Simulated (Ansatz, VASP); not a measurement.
# KTaO3 in two plane-wave programs

Wanted: the spread between two codes on one cell, functional and k mesh. Other levels of theory on this material are compared in a session of their own. Valence electrons are named where the data sets of a main pair hold unlike numbers.

Method: plane waves, with VASP 6.6.1 beside it; band structure at r2SCAN, in Ansatz 0.2.0.

### Step 1. Starting point

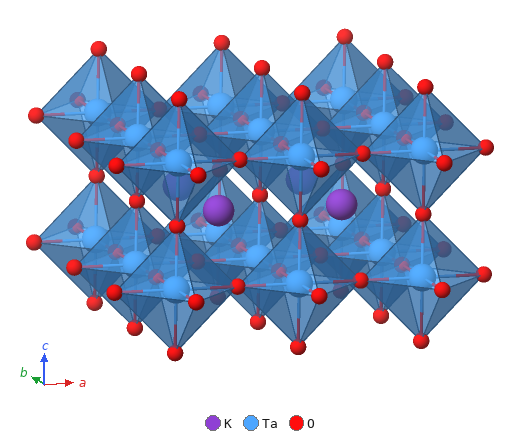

The cell as given, slightly off an axis (potassium purple, tantalum blue, oxygen red). 2×2×1 cells are drawn. Some periodic images of atoms are drawn too.

Structure file:

```xyz
5
Lattice="3.9883 0.0000 0.0000 0.0000 3.9883 0.0000 0.0000 0.0000 3.9883" Properties=species:S:1:pos:R:3 pbc="T T T"
K     1.9942    1.9942    1.9942
Ta    0.0000    0.0000    0.0000
O     1.9942    0.0000    0.0000
O     0.0000    1.9942    0.0000
O     0.0000    0.0000    1.9942
```

### Step 2. VASP: band structure, r2SCAN

The same path points are solved in both programs, so levels can be compared one by one.

Lines of VASP's logs that name or quote its potential files are left out, and so is its time.

INCAR reads:

```
SYSTEM = KTaO3
PREC = Accurate
ENCUT = 520
EDIFF = 1E-06
NELM = 100
ISMEAR = 0
SIGMA = 0.02
LREAL = .FALSE.
ALGO = Normal
METAGGA = R2SCAN
LASPH = .TRUE.
NBANDS = 34
LORBIT = 11
LWAVE = .FALSE.
LCHARG = .FALSE.
KPAR = 8
```

POSCAR reads:

```
KTaO3
1.0
    3.9883000000      0.0000000000      0.0000000000
    0.0000000000      3.9883000000      0.0000000000
    0.0000000000      0.0000000000      3.9883000000
K Ta O
1 1 3
Direct
    0.5000000000      0.5000000000      0.5000000000
    0.0000000000      0.0000000000      0.0000000000
    0.5000000000      0.0000000000      0.0000000000
    0.0000000000      0.5000000000      0.0000000000
    0.0000000000      0.0000000000      0.5000000000
```

KPOINTS reads:

```
Automatic mesh
0
Gamma
4 4 4
0 0 0
```

KPOINTS_OPT reads:

```
Line mode
16
Line-mode
Reciprocal
  0.00000000   0.00000000   0.00000000 GAMMA
  0.00000000   0.50000000   0.00000000 X

  0.00000000   0.50000000   0.00000000 X
  0.50000000   0.50000000   0.00000000 M

  0.50000000   0.50000000   0.00000000 M
  0.00000000   0.00000000   0.00000000 GAMMA

  0.00000000   0.00000000   0.00000000 GAMMA
  0.50000000   0.50000000   0.50000000 R

  0.50000000   0.50000000   0.50000000 R
  0.00000000   0.50000000   0.00000000 X

  0.50000000   0.50000000   0.00000000 M
  0.50000000   0.50000000   0.50000000 R
```

The projector-augmented-wave data sets are K_sv, Ta_pv and O (PBE family, release 64).

Run with:

```bash
> mpirun -np 8 vasp_std
```

Numbers of over 12 decimals in the logs are rounded to 6 here.

The log of the run:

```text
[banner, memory and clock lines left out]
running    8 mpi-ranks, on    1 nodes
 distrk:  each k-point on    1 cores,    8 groups
 distr:  one band on    1 cores,    1 groups

 POSCAR found type information on POSCAR K TaO
 POSCAR found :  3 types and       5 ions
|                                                                             |
|           W    W    AA    RRRRR   N    N  II  N    N   GGGG   !!!           |
|           W    W   A  A   R    R  NN   N  II  NN   N  G    G  !!!           |
|           W    W  A    A  R    R  N N  N  II  N N  N  G       !!!           |
|           W WW W  AAAAAA  RRRRR   N  N N  II  N  N N  G  GGG   !            |
|           WW  WW  A    A  R   R   N   NN  II  N   NN  G    G                |
|           W    W  A    A  R    R  N    N  II  N    N   GGGG   !!!           |
|                                                                             |
|     For optimal performance we recommend to set                             |
|       NCORE = 2 up to number-of-cores-per-socket                            |
|     NCORE specifies how many cores store one orbital (NPAR=cpu/NCORE).      |
|     This setting can greatly improve the performance of VASP for DFT.       |
|     The default, NCORE=1 might be grossly inefficient on modern             |
|     multi-core architectures or massively parallel machines. Do your        |
|     Unfortunately you need to use the default for GW and RPA                |
|     calculations (for HF NCORE is supported but not extensively tested      |
|     yet).                                                                   |
|                                                                             |

|                                                                             |
|               ----> ADVICE to this user running VASP <----                  |
|                                                                             |
|     You enforced a specific xc type in the INCAR file but a different       |
|     [... a line on the potential file left out ...]
|     I HOPE YOU KNOW WHAT YOU ARE DOING!                                     |
|                                                                             |

 LDA part: xc-table for (None), standard interpolation
 POSCAR, INCAR and KPOINTS ok, starting setup
 FFT: planning ... GRIDC
 FFT: planning ... GRID_SOFT
 FFT: planning ... GRID
 WAVECAR not read
 entering main loop
       N       E                     dE             d eps       ncg     rms          rms(c)
DAV:   1     0.262399908693E+03    0.26240E+03   -0.19915E+04   680   0.114E+03
DAV:   2    -0.865300380432E+02   -0.34893E+03   -0.33250E+03   762   0.352E+02
DAV:   3    -0.106472071970E+03   -0.19942E+02   -0.19737E+02   932   0.793E+01
DAV:   4    -0.107097786330E+03   -0.62571E+00   -0.62200E+00  1046   0.954E+00
DAV:   5    -0.107101166043E+03   -0.33797E-02   -0.33794E-02   846   0.721E-01    0.348E+01
DAV:   6    -0.868037876362E+02    0.20297E+02   -0.13577E+01   778   0.303E+01    0.112E+01
DAV:   7    -0.871193037736E+02   -0.31552E+00   -0.15890E+00   776   0.684E+00    0.804E+00
DAV:   8    -0.872513553649E+02   -0.13205E+00   -0.73904E-01   744   0.567E+00    0.504E+00
DAV:   9    -0.871386743678E+02    0.11268E+00   -0.27948E-01   700   0.317E+00    0.520E-01
DAV:  10    -0.871390003623E+02   -0.32599E-03   -0.10664E-02   816   0.688E-01    0.320E-01
DAV:  11    -0.871388228356E+02    0.17753E-03   -0.13507E-03   848   0.242E-01    0.478E-02
DAV:  12    -0.871388068936E+02    0.15942E-04   -0.10412E-04   788   0.646E-02    0.374E-02
DAV:  13    -0.871388022529E+02    0.46406E-05   -0.11734E-05   818   0.199E-02    0.129E-02
DAV:  14    -0.871388024267E+02   -0.17377E-06   -0.35489E-07   470   0.427E-03
   1 F= -.87138802E+02 E0= -.87138802E+02  d E =-.126212E-17
 Start KPOINTS_OPT (optional k-point list driver)
k-point batch [1-10\96]
       N       E                     dE             ncg
DAV:   1    -0.611278794542E+03   -0.28189E+04      680
DAV:   2    -0.400924590657E+04   -0.33980E+04      784
DAV:   3    -0.419824561007E+04   -0.18900E+03      864
DAV:   4    -0.420490799170E+04   -0.66624E+01      894
DAV:   5    -0.420498418484E+04   -0.76193E-01      860
DAV:   6    -0.420498598389E+04   -0.17991E-02      958
DAV:   7    -0.420498599661E+04   -0.12721E-04      830
DAV:   8    -0.420498599683E+04   -0.22354E-06      586
[...]
k-point batch [91-96\96]
       N       E                     dE             ncg
DAV:   1     0.497574875158E+04   -0.93478E+04      408
DAV:   2     0.286120288048E+04   -0.21145E+04      460
DAV:   3     0.274680688362E+04   -0.11440E+03      606
DAV:   4     0.274433217339E+04   -0.24747E+01      544
DAV:   5     0.274429173267E+04   -0.40441E-01      516
DAV:   6     0.274429016357E+04   -0.15691E-02      494
DAV:   7     0.274429014626E+04   -0.17304E-04      528
DAV:   8     0.274429014616E+04   -0.10459E-06      350
```

From OUTCAR (step 2):

```text
ion  position               nearest neighbor table
   1  0.500  0.500  0.500-   3 2.82   4 2.82   5 2.82   3 2.82   4 2.82   3 2.82   5 2.82   3 2.82
                             4 2.82   5 2.82   4 2.82   5 2.82   2 3.45   2 3.45   2 3.45   2 3.45
   2  0.000  0.000  0.000-   3 1.99   4 1.99   5 1.99   5 1.99   4 1.99   3 1.99   1 3.45   1 3.45
                             1 3.45   1 3.45   1 3.45   1 3.45   1 3.45   1 3.45
   3  0.500  0.000  0.000-   2 1.99   2 1.99   1 2.82   1 2.82   1 2.82   1 2.82
   4  0.000  0.500  0.000-   2 1.99   2 1.99   1 2.82   1 2.82   1 2.82   1 2.82
   5  0.000  0.000  0.500-   2 1.99   2 1.99   1 2.82   1 2.82   1 2.82   1 2.82

  LATTYP: Found a simple cubic cell.
 ALAT       =     3.9883000000

 Subroutine GETGRP returns: Found 48 space group operations
 (whereof 48 operations were pure point group operations)

The static configuration has the point symmetry O_h .

 Found     10 irreducible k-points:

   k-points           NKPTS =     10   k-points in BZ     NKDIM =     10   number of bands    NBANDS=     34

   dimension x,y,z NGX =    30 NGY =   30 NGZ =   30
   dimension x,y,z NGXF=    60 NGYF=   60 NGZF=   60

   ENCUT  =  520.0 eV  38.22 Ry    6.18 a.u.   7.42  7.42  7.42*2*pi/ulx,y,z

   NELECT =      38.0000    total number of electrons

 k-points in reciprocal lattice and weights: Automatic mesh
   0.00000000  0.00000000  0.00000000       0.016
   0.25000000  0.00000000  0.00000000       0.094
   0.50000000  0.00000000  0.00000000       0.047
   0.25000000  0.25000000  0.00000000       0.188
   0.50000000  0.25000000  0.00000000       0.188
   0.50000000  0.50000000  0.00000000       0.047
   0.25000000  0.25000000  0.25000000       0.125
   0.50000000  0.25000000  0.25000000       0.188
   0.50000000  0.50000000  0.25000000       0.094
   0.50000000  0.50000000  0.50000000       0.016

 average (electrostatic) potential at core
       1 -36.3333       2 -46.6926       3 -75.5903       4 -75.5903       5 -75.5903

 E-fermi :   1.5419

 k-point     1 :       0.0000    0.0000    0.0000
  band No.  band energies     occupation
    ...
     15       0.3301      2.00000
     16       0.3301      2.00000
     17       0.7720      2.00000
     18       0.7720      2.00000
     19       0.7720      2.00000
     20       4.0080      0.00000
     21       4.0080      0.00000
     22       4.0080      0.00000
     23       8.4810      0.00000
     24       8.4810      0.00000
    ...

 k-point     2 :       0.2500    0.0000    0.0000
  band No.  band energies     occupation
    ...
     15      -0.3844      2.00000
     16      -0.2679      2.00000
     17       0.0964      2.00000
     18       0.6072      2.00000
     19       0.6072      2.00000
     20       4.0827      0.00000
     21       5.4861      0.00000
     22       5.4861      0.00000
     23       8.4975      0.00000
     24       9.5669      0.00000
    ...

 k-point     3 :       0.5000    0.0000    0.0000
  band No.  band energies     occupation
    ...
     15      -0.9726      2.00000
     16      -0.7276      2.00000
     17      -0.1195      2.00000
     18       0.5391      2.00000
     19       0.5391      2.00000
     20       4.1605      0.00000
     21       6.8478      0.00000
     22       6.8478      0.00000
     23       8.5105      0.00000
     24      10.5258      0.00000
    ...

  Total        0.4919454      0.4919454      0.4919454     -0.0000000      0.0000000     -0.0000000
  in kB       12.4240739     12.4240739     12.4240739     -0.0000000      0.0000000     -0.0000000
  external PRESSURE =      12.4240739 kB  Pullay stress =       0.0000000 kB

  energy-cutoff  :      520.00
  volume of cell :       63.44
      direct lattice vectors                 reciprocal lattice vectors
     3.988300000  0.000000000  0.000000000     0.250733395  0.000000000  0.000000000
     0.000000000  3.988300000  0.000000000     0.000000000  0.250733395  0.000000000
     0.000000000  0.000000000  3.988300000     0.000000000  0.000000000  0.250733395

 POSITION                                       TOTAL-FORCE (eV/Angst)
 -----------------------------------------------------------------------------------
      1.99415      1.99415      1.99415         0.000000      0.000000      0.000000
      0.00000      0.00000      0.00000         0.000000      0.000000      0.000000
      1.99415      0.00000      0.00000         0.000000      0.000000      0.000000
      0.00000      1.99415      0.00000         0.000000      0.000000      0.000000
      0.00000      0.00000      1.99415         0.000000      0.000000      0.000000
 -----------------------------------------------------------------------------------
    total drift:                                0.000000     -0.000000      0.000000

  FREE ENERGIE OF THE ION-ELECTRON SYSTEM (eV)
  ---------------------------------------------------
  free  energy   TOTEN  =       -87.1388024267 eV

  energy  without entropy=      -87.1388024267  energy(sigma->0) =      -87.13880243

 total charge
# of ion       s       p       d       tot
------------------------------------------
    1        1.963   5.702   0.045   7.710
    2        0.360   6.358   2.004   8.722
    3        1.566   3.549   0.000   5.116
    4        1.566   3.549   0.000   5.116
    5        1.566   3.549   0.000   5.116
--------------------------------------------------
tot          7.022  22.708   2.049  31.780

[... 3 further parts left out ...]
```

The run ends at a pressure of 1.24 GPa.

(Part 1 of 2 ends here.)

[Lines on the potential files, build, host, timing and source positions are cut from VASP's logs without a mark.]

[Logs are printed without paths, hosts, clocks, repeated set-up lines and the standing remarks that a program may print on its own settings, such as how far it seeks lower states.]

[Hosts, paths, dates, database ids (printed as entryN), source tags and the programs' standing remarks are cut or masked in the printed files.]
